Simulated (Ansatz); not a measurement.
# Zr: Zr → Ti

The parent structure is Zr in the hcp (Mg type) structure (space group P6_3/mmc, No. 194; a = 3.2460 Å, c = 5.1507 Å).

It is then changed as follows: every Zr is replaced by Ti; the structure is relaxed again.

Level of theory: Kohn–Sham DFT with the r2SCAN functional, run in Ansatz (a program for electronic structure) with PAW and 500 eV plane waves, without spin-orbit coupling. Γ-centred 18×18×10 mesh, Fermi–Dirac width 0.05 eV, for the changed cell.

```json
{
 "volume_per_atom": "17.30 Å³ (base 23.50 Å³)",
 "density": "4.59 g/cm³ (base 6.45 g/cm³)",
 "lattice_parameter_a": "2.936 Å (base 3.246 Å)",
 "c/a ratio": "1.579 (base 1.587)",
 "space_group": "P6_3/mmc (No. 194) (base P6_3/mmc (No. 194))",
 "shortest_interatomic_distance": "2.872 Å (base 3.185 Å)",
 "band_gap": "zero (base zero)"
}
```

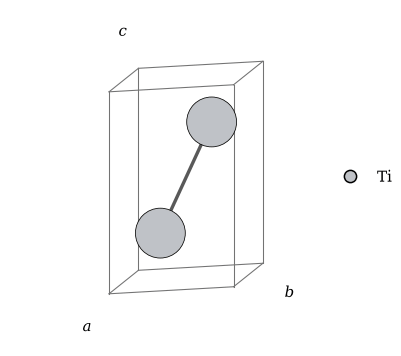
Fig. 1. The relaxed conventional cell after the change

Whether these cells are dynamically stable was not tested. The final runs are not spin-polarised.
